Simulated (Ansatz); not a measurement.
CH3AlClF···H2O

Input file:

```
crystal:
  periodic: [false, false, false]
  atoms:
    - { symbol: Al, position_ang: [-0.4866, 0.4508, -0.0174] }
    - { symbol: O, position_ang: [1.6239, 1.0009, -0.018] }
    - { symbol: C, position_ang: [-0.8045, -1.3609, -0.7164] }
    - { symbol: F, position_ang: [-1.2114, 1.9101, -0.2752] }
    - { symbol: H, position_ang: [1.3341, 0.8469, 1.209] }
    - { symbol: Cl, position_ang: [0.2102, 0.4333, 2.4905] }
    - { symbol: H, position_ang: [1.8786, 1.9167, -0.1311] }
    - { symbol: H, position_ang: [-0.4984, -1.4592, -1.7581] }
    - { symbol: H, position_ang: [-0.2006, -2.0571, -0.1329] }
    - { symbol: H, position_ang: [-1.8455, -1.6817, -0.6505] }
basis:
  gaussian: { orbitals: def2-SVP }
hamiltonian:
  xc: revpbe
  dispersion: d4
relax:
  f_tol: 0.15
  max_steps: 25
  restrain:
    - { distance: [0, 5], at: 2.23, k: 30.0 }
    - { distance: [4, 1], at: 0.97, k: 30.0 }
    - { distance: [0, 1], at: 3.17, k: 30.0 }
    - { distance: [4, 5], at: 2.63, k: 30.0 }
output:
  orbitals: {}
```

Command:

```sh
ansatz run input.yaml --threads 2 --pin off --max-ram 3072MiB --backend cpu --events-out ev --progress --plain --runs-dir out
```

The fields are those of the run's last geometry, not of the input's.

Not at a stationary point (largest force 1.2 eV/Å).

Theory: RKS revPBE-D4/def2-SVP (Ansatz 0.2.0).

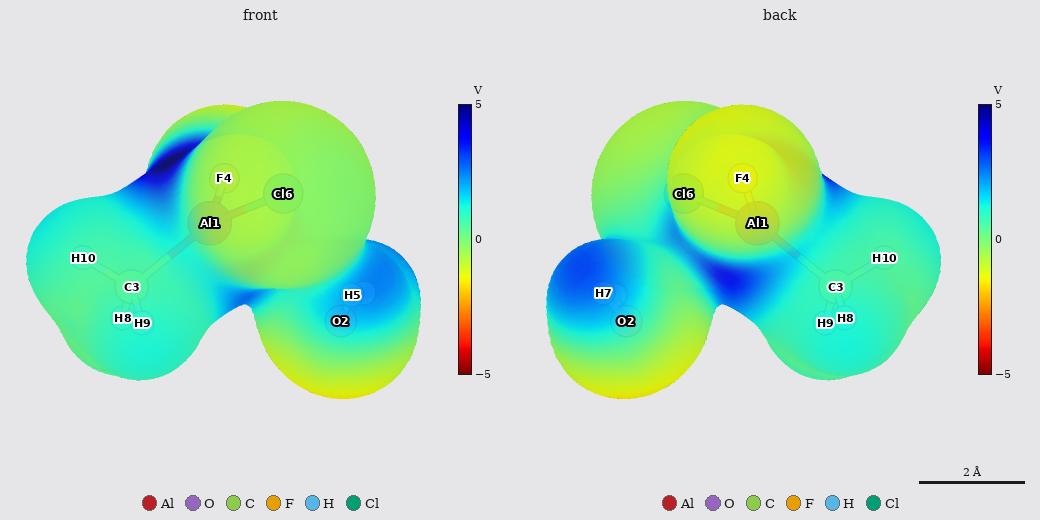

Figure 1. The electrostatic potential painted on the density surface at 0.004 e/bohr³, seen from the front and from behind; red is negative and blue positive.

Q: Where is the surface potential most negative and most positive?

A: The most negative region (about −1.5 V, or −35 kcal/mol for a unit charge) lies over O2, the most positive (about +4.7 V, or +108 kcal/mol for a unit charge) over Al1. O2 is the likeliest acceptor of a hydrogen bond.

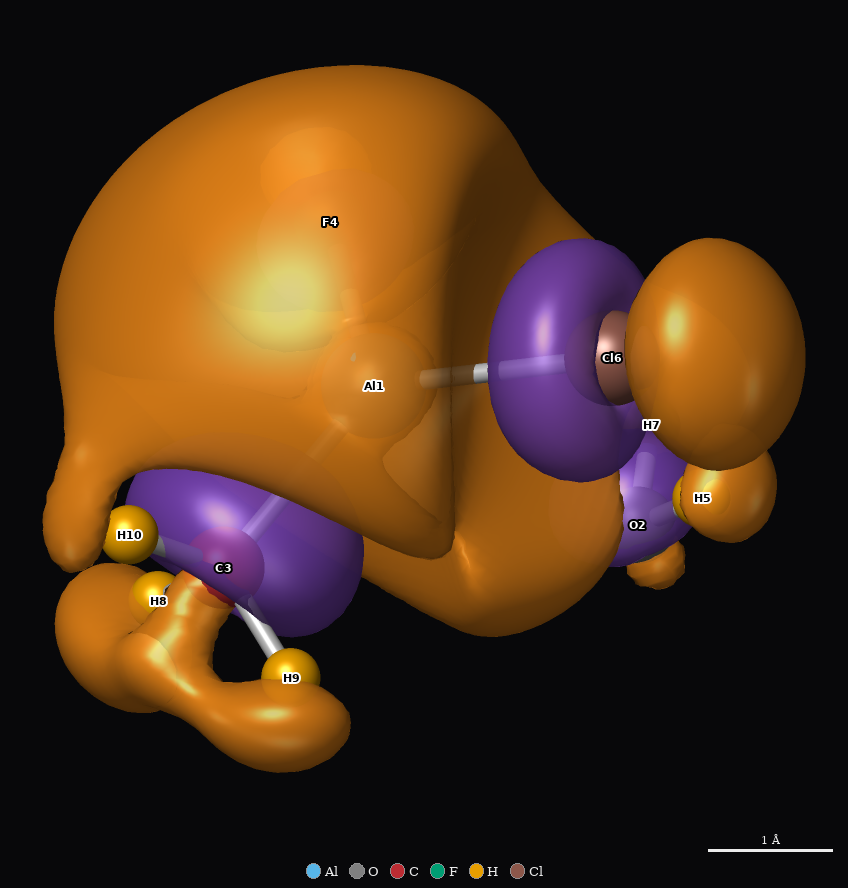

Figure 2. The LUMO at ±0.06 Å⁻³ᐟ² (orange and purple are the two phases), seen at a tilt.

Q: Describe this orbital and give its energy.

A: It lies mainly on Al1 (about 50 %), Cl6 (about 15 %), C3 (about 15 %) and F4 (about 10 %). Its energy is −1.07 eV.

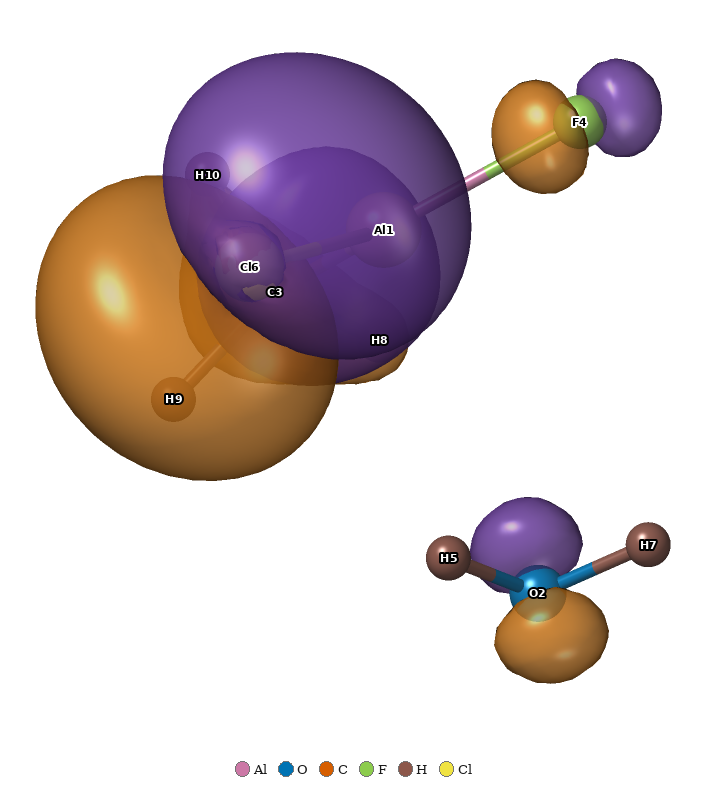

Figure 3. The HOMO−1 at ±0.1 Å⁻³ᐟ² (orange and purple are the two phases), seen at an oblique angle.

Q: Describe this orbital and give its energy.

A: It lies mainly on Cl6 (about 75 %) and C3 (about 10 %); largely a lone pair of Cl6. Its energy is −7.36 eV.
